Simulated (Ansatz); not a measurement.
The relaxed structure here is a generated cell of Al: the first start was made by placing the elements on the sites of a structure type, and the end was not matched to a known phase here, so it may be hypothetical. Known forms of Al include space group No. 225.

One stationary structure of Al. Space group I4/mmm (No. 139), AFLOW prototype A_tI2_139_a (A_a). The numbers are results of r2SCAN (plane waves to 500 eV, PAW, scalar-relativistic; Ansatz, a quantum-chemistry and plane-wave program), not measurements.

```cif
data_Al2
_chemical_formula_sum 'Al2'
_space_group_name_H-M_alt 'I4/mmm'
_space_group_IT_number 139
_space_group_name_Hall '-I 4 2'
_cell_length_a 3.40843
_cell_length_b 3.40843
_cell_length_c 2.80714
_cell_angle_alpha 90.000
_cell_angle_beta 90.000
_cell_angle_gamma 90.000
loop_
_atom_site_label
_atom_site_type_symbol
_atom_site_symmetry_multiplicity
_atom_site_Wyckoff_symbol
_atom_site_fract_x
_atom_site_fract_y
_atom_site_fract_z
_atom_site_occupancy
Al1 Al 2 a 0.00000 0.00000 0.00000 1
```
(The calculation used a cell of 1 atom; values per cell refer to that cell.)

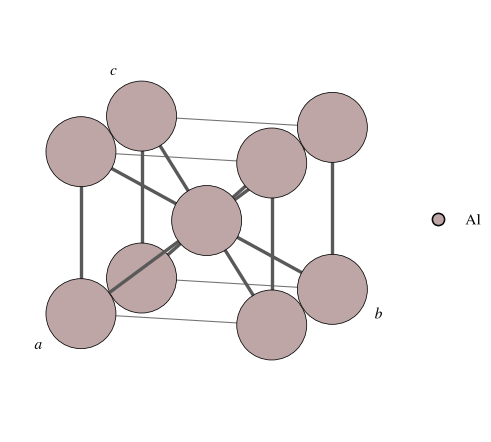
*The conventional cell of the relaxed structure*

| Quantity | Result |
|---|---|
| Volume per atom | 16.31 Å³ |
| Band gap | no gap (metallic) |
| Shortest distances | Al–Al 2.79 Å |
| k-mesh | 21×21×21 |

No spin polarisation in the result.

The run could not lose the symmetry of its start: the end is stationary, and may be a saddle point rather than a minimum.

It was reached from a disturbed copy of a Pm-3m (No. 221) cell (simple cubic type), against which it lies -0.36 eV/atom.
